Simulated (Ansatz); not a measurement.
**SiGeS (triplet): wave-function methods side by side at a displaced geometry (v2), cc-pVDZ**

How much of the correlation energy of SiGeS (triplet) does each wave-function method recover here?

Program: Ansatz 0.2.0, Gaussian basis. Level of theory: cc-pVDZ, core rule «outside noble gas», up to 24 orbitals frozen. These are calculated values, not measurements.

To be run: UHF; CCSD(T) on ROHF; CCSD(T) on UHF; BCCD(T) on ROHF; CISD; CCSDT(Q) on ROHF; CCSDT(Q) on UHF.

26 further runs of the same task are left out: 2 for a known fault of the program, 12 that didn't finish, 12 set aside as unsound or not needed.

### Step 1. The geometry

The geometry is a PBE0/def2-TZVP stationary point (not a proven minimum) with its atoms shifted at random (size 0.100 Å). No spin-orbit coupling is included. The filled d shell of Ge may be among the frozen orbitals whatever the setting's name suggests; the logs give the count.

3 atoms, charge 0, spin multiplicity 3.

Atoms are counted from 1 here; the program's logs count them from 0.

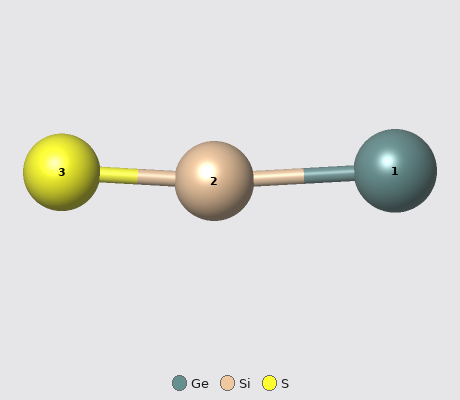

The geometry (germanium teal, silicon light orange, sulfur yellow); atoms are numbered from 1 in the order of the file.

As a file:

```csv
atom,x (Å),y (Å),z (Å)
Ge1,0.08438,0.00522,2.18193
Si2,-0.08050,0.01360,-0.11937
S3,-0.00388,-0.01883,-2.06256
```

### Step 2. UHF

in.yaml

```yaml
crystal:
  periodic: [false, false, false]
  atoms:
    - {symbol: Ge, position_ang: [0.084376, 0.005225, 2.181931]}
    - {symbol: Si, position_ang: [-0.080498, 0.013599, -0.119375]}
    - {symbol: S, position_ang: [-0.003878, -0.018825, -2.062556]}
basis:
  gaussian: {orbitals: cc-pVDZ}
magnetization: {spin_polarized: true, initial_magnetization: 2}
hamiltonian: {xc: hf}
output: {orbitals: {seedname: orbitals}}
```

On the command line:

```bash
$ ansatz run in.yaml --threads 1 --pin off --events-out ev --progress --plain --max-ram 2393MiB
```

Further steps of the session: CCSD(T) on ROHF; CCSD(T) on UHF; BCCD(T) on ROHF; CISD; CCSDT(Q) on ROHF; CCSDT(Q) on UHF.

**Question.** What will the summary of the whole plan be? Wanted: UCCSDT(Q) below the RHF energy; RMP2 from UCCSDT(Q); UMP2 from UCCSDT(Q); RCCSD from UCCSDT(Q); RCCSD(T) from UCCSDT(Q); UCCSD(T) from UCCSDT(Q); RCCSDT(Q) from UCCSDT(Q); T1 diagnostic.

The runs gave:

```
                         quantity              value
   UCCSDT(Q) below the RHF energy         -8.5966 eV
              RMP2 from UCCSDT(Q)        +1327.3 meV
              UMP2 from UCCSDT(Q)        +1350.8 meV
             RCCSD from UCCSDT(Q)         +516.8 meV
          RCCSD(T) from UCCSDT(Q)          +93.7 meV
          UCCSD(T) from UCCSDT(Q)          +91.5 meV
         RCCSDT(Q) from UCCSDT(Q)          +13.0 meV
levels within 1 kcal/mol (43 meV)  UCCSDT, RCCSDT(Q)
                    T1 diagnostic              0.031
```

**Reading.** RCCSD(T) misses by +93.7 meV, 1.1 % of the correlation energy. These misses are within one basis, not against nature; the frozen cores of restricted and unrestricted runs differ, which can shift their rows.
